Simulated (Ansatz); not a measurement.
Input

```
crystal:
  periodic: [false, false, false]
  atoms:
    - { symbol: Si, position_ang: [0.000284, 1.2e-05, -0.158937] }
    - { symbol: H, position_ang: [0.000168, -1.3e-05, 1.319832] }
    - { symbol: H, position_ang: [1.409788, -4.0e-06, -0.671613] }
    - { symbol: H, position_ang: [-0.704387, 1.22066, -0.671775] }
    - { symbol: H, position_ang: [-0.704426, -1.220601, -0.671805] }
    - { symbol: C, position_ang: [2.3e-05, -4.1e-05, 3.633796] }
    - { symbol: H, position_ang: [-0.588451, -0.916575, 3.687818] }
    - { symbol: H, position_ang: [1.087997, -0.051396, 3.687981] }
    - { symbol: H, position_ang: [-0.499495, 0.967858, 3.687603] }
magnetization:
  spin_polarized: true
  initial_magnetization: 1
basis:
  gaussian: { orbitals: "6-31G*" }
hamiltonian:
  xc: pbe
relax:
  f_tol: 0.03
  max_steps: 50
output:
  orbitals: {}
```

Command:

```sh
ansatz run input.yaml --threads 1 --pin off --max-ram 2048MiB --backend cpu --events-out ev --progress --plain --runs-dir out
```

The fields are those of the run's last geometry, not of the input's.

Computed with UKS PBE/6-31G* in Ansatz 0.2.0.

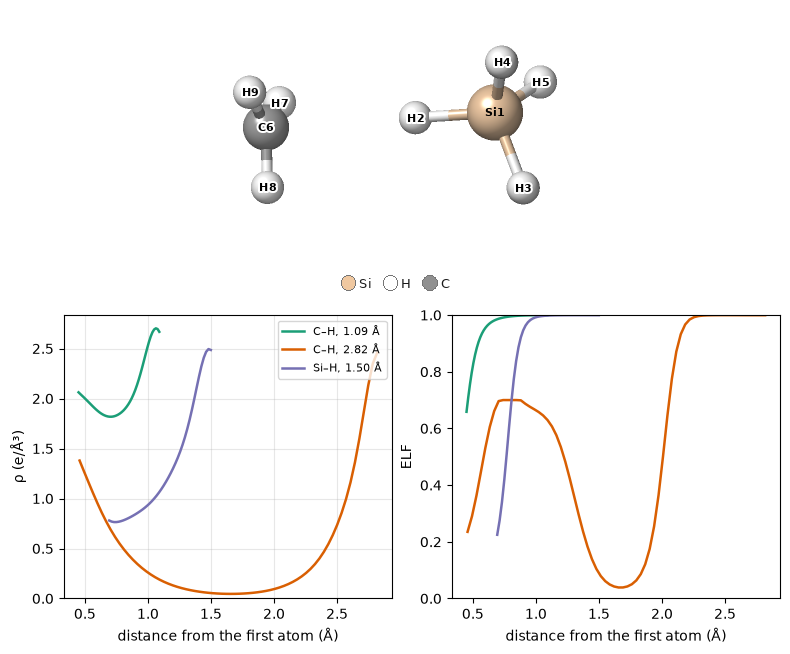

SiH4···CH3 (doublet). Total electron density and ELF along straight lines between neighbouring atoms. The curves leave out the atomic cores. The structure is drawn too.

> Compare the contacts.

C–H (1.09 Å): ρ at the midpoint is about 1.9 e/Å³; the ELF climbs to about 1 towards the hydrogen, as it does in any bond to H: a covalent bond by its length.
C6···H2 (2.82 Å): the density falls to about 0.05 e/Å³ on the way; the ELF dips to about 0.05 between them: a non-bonded, intermolecular contact.
Si–H (1.50 Å): the density is about 0.76 e/Å³ at the midpoint; the ELF climbs to about 1 towards the hydrogen.
